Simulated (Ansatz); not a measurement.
Input

```
crystal:
  periodic: [false, false, false]
  atoms:
    - { symbol: W, position_ang: [-0.402045, -0.167611, -0.292545] }
    - { symbol: H, position_ang: [-0.028217, -0.022603, 1.364687] }
    - { symbol: H, position_ang: [1.15643, 0.145194, 0.152368] }
    - { symbol: H, position_ang: [0.046752, 1.31444, 0.317794] }
    - { symbol: F, position_ang: [-2.076864, 0.589704, 0.069354] }
    - { symbol: F, position_ang: [-0.351367, -1.969882, 0.230577] }
    - { symbol: F, position_ang: [0.332942, 0.30059, -1.943384] }
    - { symbol: Cl, position_ang: [2.448796, -1.585199, 1.405049] }
    - { symbol: H, position_ang: [1.216373, -1.327133, 1.840199] }
basis:
  gaussian: { orbitals: def2-SVP }
hamiltonian:
  xc: pbe0
  dispersion: d4
relax:
  f_tol: 0.03
  max_steps: 50
output:
  orbitals: {}
```

Launched as:

```sh
ansatz run input.yaml --threads 2 --pin off --max-ram 3072MiB --backend cpu --events-out ev --progress --plain --runs-dir out
```

The fields are those of the relaxed geometry.

Core potentials replace the inner electrons of W.

Computed with RKS PBE0-D4/def2-SVP in Ansatz 0.2.0.

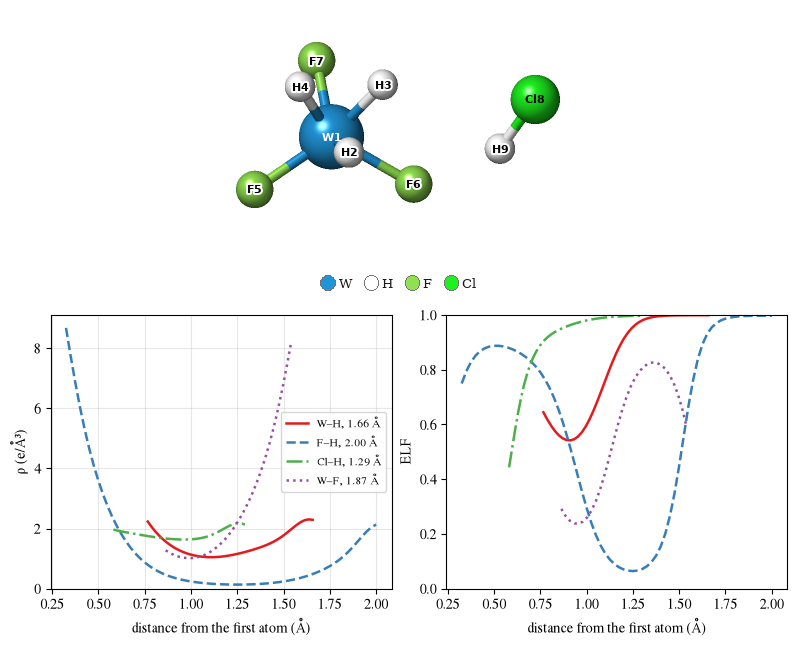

F₃H₃W···HCl. Electron density and electron localisation function along straight lines between neighbouring atoms. The curves leave out the atomic cores. The structure is drawn too.

Question: Compare the contacts.

Answer: W–H (1.66 Å): the density is about 1.8 e/Å³ at the midpoint; the ELF climbs to about 1 towards the hydrogen.
F6···H9 (2.00 Å): the density falls to about 0.13 e/Å³ on the way; the ELF dips to about 0.05 between them.
Cl–H (1.29 Å): the density is about 1.9 e/Å³ at the midpoint; the ELF climbs to about 1 towards the hydrogen.
W–F (1.87 Å): ρ at the midpoint is about 1.1 e/Å³; the ELF peaks at about 0.85 in the valence shell of F, 0.5 Å from its nucleus, and drops to about 0.25 between the two atoms.
